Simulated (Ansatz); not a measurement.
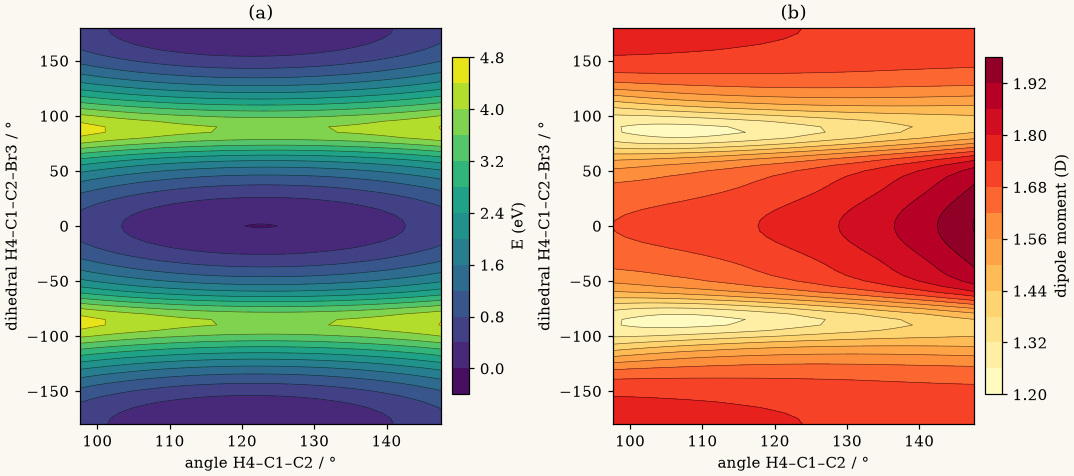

C₂H₃Br, SMILES C=CBr. 
- First axis: angle H4–C1–C2. Second axis: dihedral H4–C1–C2–Br3.
- Nothing is relaxed (all other coordinates rigid).
- Grid: 15 × 15 points; 120 points were computed and 105 follow by symmetry.
- Points are written as (first, second).
- Energies are in eV, from the relaxed molecule at the same level.
- The dihedral twists a double bond; near 90° a spin-restricted reference is unreliable.
- These are results of Ansatz, RHF/def2-TZVP, not measurements.

Panel (a) is the energy; panel (b) is the computed dipole moment, in D.

The picture shows filled contours. Between grid points the surface is interpolated.

**How does the dipole moment vary over the map, and what is it at the lowest grid point?**

Leaving out the highest fifth of the energies, it runs from 1.45 D at (111.9°, −108°) to 1.97 D at (147.6°, −12°). At the lowest grid point, (122.6°, −180°), it is 1.74 D.

```csv
"dihedral H4–C1–C2–Br3 ↓, angle H4–C1–C2 →",97.6,101.2,104.8,108.3,111.9,115.5,119.1,122.6,126.2,129.8,133.3,136.9,140.5,144.1,147.6
156,1.74,1.74,1.74,1.74,1.73,1.73,1.73,1.72,1.72,1.71,1.71,1.71,1.70,1.70,1.70
132,1.63,1.64,1.64,1.65,1.65,1.65,1.65,1.65,1.65,1.65,1.65,1.65,1.65,1.64,1.64
108,1.38,1.40,1.42,1.43,1.45,1.46,1.47,1.48,1.48,1.49,1.49,1.49,1.49,1.49,1.49
84,1.27,1.25,1.24,1.24,1.25,1.26,1.28,1.30,1.32,1.34,1.36,1.38,1.40,1.42,1.45
60,1.50,1.50,1.52,1.53,1.54,1.56,1.58,1.60,1.62,1.64,1.67,1.70,1.73,1.76,1.79
36,1.63,1.64,1.64,1.65,1.67,1.68,1.70,1.71,1.73,1.76,1.78,1.81,1.84,1.88,1.92
12,1.67,1.68,1.69,1.70,1.71,1.72,1.74,1.76,1.78,1.80,1.83,1.86,1.89,1.93,1.97
−12,1.67,1.68,1.69,1.70,1.71,1.72,1.74,1.76,1.78,1.80,1.83,1.86,1.89,1.93,1.97
−36,1.63,1.64,1.64,1.65,1.67,1.68,1.70,1.71,1.73,1.76,1.78,1.81,1.84,1.88,1.92
−60,1.50,1.50,1.52,1.53,1.54,1.56,1.58,1.60,1.62,1.64,1.67,1.70,1.73,1.76,1.79
−84,1.27,1.25,1.24,1.24,1.25,1.26,1.28,1.30,1.32,1.34,1.36,1.38,1.40,1.42,1.45
−108,1.38,1.40,1.42,1.43,1.45,1.46,1.47,1.48,1.48,1.49,1.49,1.49,1.49,1.49,1.49
−132,1.63,1.64,1.64,1.65,1.65,1.65,1.65,1.65,1.65,1.65,1.65,1.65,1.65,1.64,1.64
−156,1.74,1.74,1.74,1.74,1.73,1.73,1.73,1.72,1.72,1.71,1.71,1.71,1.70,1.70,1.70
−180,1.78,1.77,1.77,1.76,1.76,1.75,1.75,1.74,1.74,1.73,1.73,1.72,1.72,1.72,1.71
```
